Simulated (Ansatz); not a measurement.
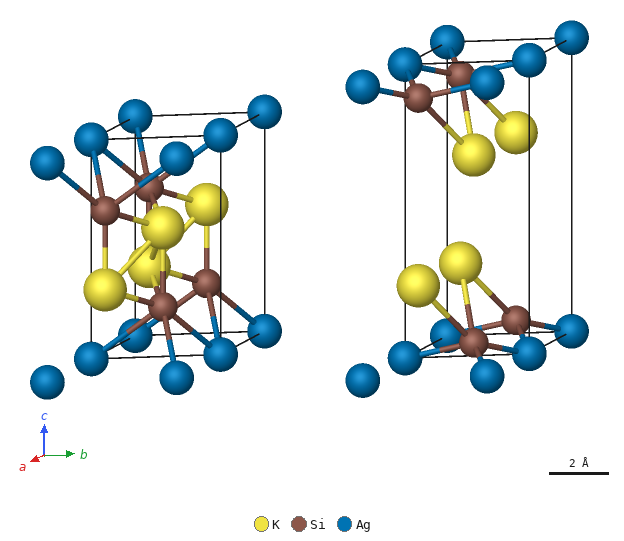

Two geometries of a crystal of K$_{2}$Si$_{2}$Ag (built on the EuMn2P2 type) (coarse preliminary run), drawn at one scale. One is the start of a relaxation, the other its converged end. A ball-and-stick model of the cell of the calculation, repeated 2 × 1 × 1 with one cell outlined, seen slightly off an axis.

Method: DFT PBE, scalar-relativistic, plane waves, PAW (Ansatz). Settings: plane-wave cutoff 420 eV; k-point mesh 6 × 6 × 2; occupations gaussian; smearing width 0.1 eV; no spin polarisation; cell and atoms relaxed; force threshold 0.04 eV/Å; at most 70 steps.

Which one is relaxed?

The right one is the relaxed one. Case: EuMn2P2 type (P-3m1, No. 164). The energy falls by 6.604 eV per cell of the calculation in 18 accepted moves (20 points after the start). Largest force component: 3.9 eV/Å at the start, 0.0098 eV/Å at the end. Pressure: 6.12 GPa at the start and 0.00 GPa at the end. The SCF was repeated twice at an unchanged geometry on a basis and grid sized afresh for the cell, which shifted the energy by 53.7 meV per cell of the calculation at most. The largest moves relative to the cell, 1.98 Å, are those of Si atoms. Largest moves by element: Si 1.98 Å, K 0.90 Å. Ag stays in place. The volume changes by +23.8 %, with a = b 4.528 → 4.353 Å (−3.9 %), c 7.688 → 10.294 Å (+33.9 %). Some distances before and after: K–Si 2.768 → 6.582 Å, Si–Si 4.777 → 2.877 Å, K–K 3.200 → 4.955 Å, K–Si 4.920 → 3.712 Å. New bonds form, among them: K–Si (4.92 → 3.71 Å). Bonds break, among them: K–K (3.20 → 4.96 Å), K–Si (2.77 → 6.58 Å). Among the angles between lasting bonds that change: Si–K–Si 109.5° → 79.2°, K–Si–K 109.5° → 79.2°. The space group stays P-3m1 (No. 164).

Limits of the set-up: the k-point mesh is coarse for a cell with partly filled bands.
